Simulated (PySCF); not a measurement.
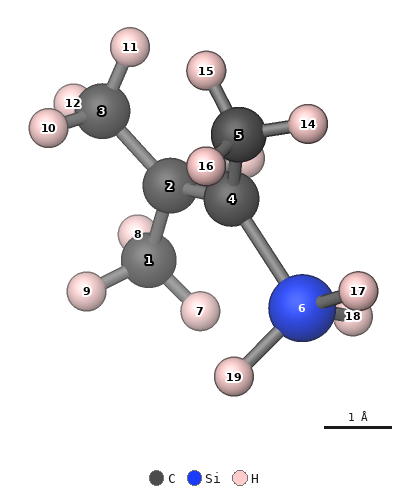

Figure 1. The structure (ball-and-stick view, seen at a tilt; atoms are numbered from 1 in the order of the input). Bond lengths as drawn: C–C 1.42 to 1.51 Å, C–H 1.09 to 1.21 Å, C–Si 1.96 Å and H–Si 1.46 Å.

## C₅H₁₃Si (charge +1): NMR shielding calculation

- system: C₅H₁₃Si, charge +1
- method: GIAO PBE0/pcSseg-1 NMR shielding, non-relativistic, gas phase (PySCF 2.14.0)

The geometry comes from this level: GFN2-xTB. Figures and captions count atoms from 1; the log counts them from 0 in places.

Input:
```
{"job": {"kind": "nmr", "xc": "PBE0", "basis": "pcSseg-1", "pop": false}, "charge": 1, "multiplicity": 1}
C      0.848496     1.472231    -0.920602
C      0.690878     0.109560    -0.307682
C      1.991575    -0.504251     0.142753
C     -0.571533    -0.333846     0.171835
C     -0.699055    -1.520127     1.038482
Si    -2.225281     0.677329    -0.105707
H     -0.083921     1.875919    -1.303896
H      1.581073     1.452702    -1.724944
H      1.227719     2.150659    -0.157429
H      2.214588    -0.160502     1.152208
H      1.971924    -1.590246     0.157190
H      2.806643    -0.187869    -0.502417
H      0.097287    -0.610464    -1.073607
H     -1.562587    -2.124182     0.765307
H      0.184996    -2.149495     1.092013
H     -0.897552    -1.140446     2.044316
H     -3.264550    -0.164125     0.468572
H     -2.341962     0.829924    -1.553572
H     -1.968738     1.917229     0.617178
```

The first line tells a small driver script what to run in PySCF; the rest is the geometry in Å.

Run on 1 CPU thread, shared host.

Launch command:
```bash
OMP_NUM_THREADS=1 python <driver script> task.json out
```

The program's output:
```
coarse grid: 15120 points
cycle   1  E = -487.0470415938  dE =  6.617e-01  |g| = 3.947e-01  |ddm| = 3.675e+00
cycle   2  E = -487.0420582156  dE =  4.983e-03  |g| = 4.303e-01  |ddm| = 1.077e+00
cycle   3  E = -487.0877197256  dE = -4.566e-02  |g| = 5.305e-02  |ddm| = 5.205e-01
cycle   4  E = -487.0882664311  dE = -5.467e-04  |g| = 2.543e-02  |ddm| = 6.320e-02
cycle   5  E = -487.0884252137  dE = -1.588e-04  |g| = 5.576e-03  |ddm| = 2.609e-02
cycle   6  E = -487.0884321853  dE = -6.972e-06  |g| = 1.758e-03  |ddm| = 6.691e-03
final grid: 137808 points
cycle   7  E = -487.1231189144  dE = -4.461e-05  |g| = 6.712e-03  |ddm| = 3.505e-02
cycle   8  E = -487.1231178930  dE =  1.021e-06  |g| = 6.966e-03  |ddm| = 1.091e-02
cycle   9  E = -487.1231301808  dE = -1.229e-05  |g| = 4.454e-04  |ddm| = 5.698e-03
cycle  10  E = -487.1231302194  dE = -3.860e-08  |g| = 2.002e-04  |ddm| = 6.142e-04
cycle  11  E = -487.1231302291  dE = -9.644e-09  |g| = 5.362e-05  |ddm| = 2.068e-04
cycle  12  E = -487.1231302298  dE = -6.795e-10  |g| = 1.177e-05  |ddm| = 6.831e-05
```

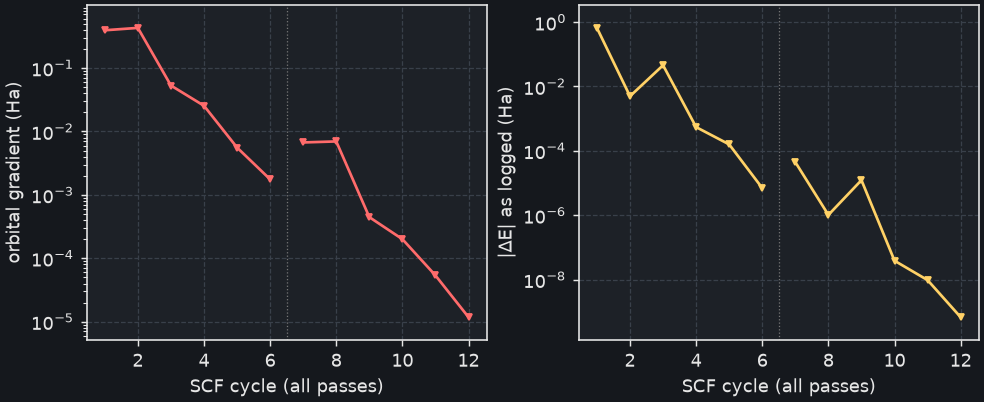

Figure 2. Convergence of the self-consistent field: orbital gradient and size of the energy change against the SCF cycle. The dotted line marks the change from a coarse to the final integration grid. The first 6 cycles use a coarse grid, the final grid takes over at cycle 7, and the field converges after 12 cycles in all.

```
converged SCF energy = -487.1231302298

GIAO shielding tensors (ppm)
atom      isotropic    diamagn.    paramagn.     s11        s22        s33       span
  0 C      158.172     249.483     -91.310    142.484    149.631    182.402     39.918
  1 C       36.609     261.935    -225.326    -33.652     -6.776    150.254    183.906
  2 C      164.120     247.608     -83.488    146.436    161.868    184.055     37.619
  3 C      -68.689     270.370    -339.059   -209.977   -151.087    154.997    364.974
  4 C      150.593     250.408     -99.814    121.583    160.366    169.831     48.248
  5 Si     408.830     881.679    -472.849    368.856    421.723    435.912     67.056
  6 H       29.348      31.784      -2.436     24.070     29.466     34.508     10.439
  7 H       28.905      29.190      -0.285     24.716     27.586     34.412      9.696
  8 H       29.063      30.231      -1.167     25.839     26.869     34.482      8.643
  9 H       29.477      29.734      -0.257     25.988     26.692     35.751      9.762
 10 H       28.994      30.201      -1.208     23.934     28.559     34.488     10.554
 11 H       29.047      28.870       0.177     24.469     28.414     34.258      9.789
 12 H       31.623      33.851      -2.228     25.779     32.810     36.281     10.502
 13 H       27.998      29.339      -1.341     23.934     27.557     32.504      8.570
 14 H       28.267      31.365      -3.098     23.292     29.149     32.360      9.068
 15 H       28.896      29.500      -0.603     25.376     26.813     34.500      9.124
 16 H       27.021      28.862      -1.841     23.184     26.232     31.647      8.463
 17 H       26.778      29.360      -2.582     23.138     26.173     31.024      7.886
 18 H       27.009      29.479      -2.470     23.271     26.454     31.301      8.029
```

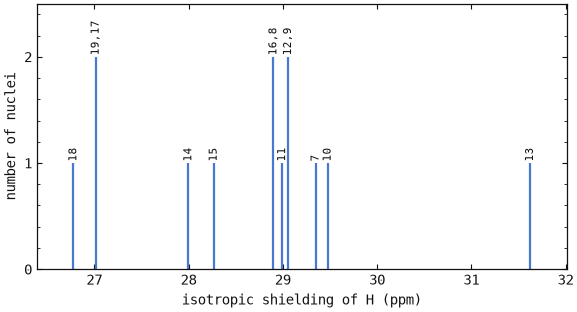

Figure 3. Isotropic shieldings of the hydrogen nuclei in this fixed geometry, labelled by atom number; shielding grows to the right, so chemical shift grows to the left. The least shielded is H18 (26.8 ppm), the most shielded H13 (31.6 ppm).

Key numbers:

| quantity | value |
| --- | --- |
| outcome | converged |
| total energy | −487.123130 hartree |
| HOMO | −13.88 eV |
| LUMO | −7.06 eV |
| isotropic shielding, C | −68.7 to 164.1 ppm |
| isotropic shielding, Si | 408.8 ppm |
| isotropic shielding, H | 26.8 to 31.6 ppm |
| wall time | 19 s |
| peak memory | 0.85 GiB |
